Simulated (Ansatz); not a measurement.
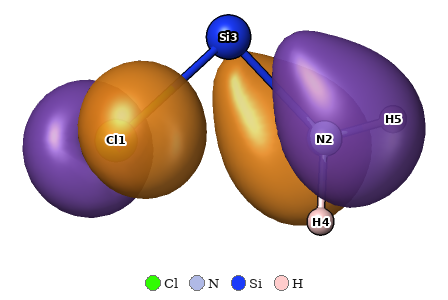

The picture shows: ClH2NSi. The HOMO−1 at ±0.15 Å⁻³ᐟ² (orange and purple are the two phases), seen at a tilt.

Geometry: r2SCAN-D4/def2-TZVP.

Computed with isolated molecule in a Gaussian basis; Kohn-Sham density functional theory, functional PBE0 (Ansatz 0.2.0).

```xyz
5

Cl   -1.1525   -0.9342   -1.0549
N     0.8506    0.9172   -0.0782
Si   -0.6880    1.1060   -0.7864
H     1.3162    0.0403    0.1150
H     1.3997    1.7196    0.1970
```

Where does this orbital lie, and at what energy?

By Hirshfeld shares it lies mainly on N2 (about 50 %) and Cl1 (about 30 %); it changes sign across the molecular plane (π type); π-antibonding (a node) across Cl1–Si3. Its energy is −8.56 eV.
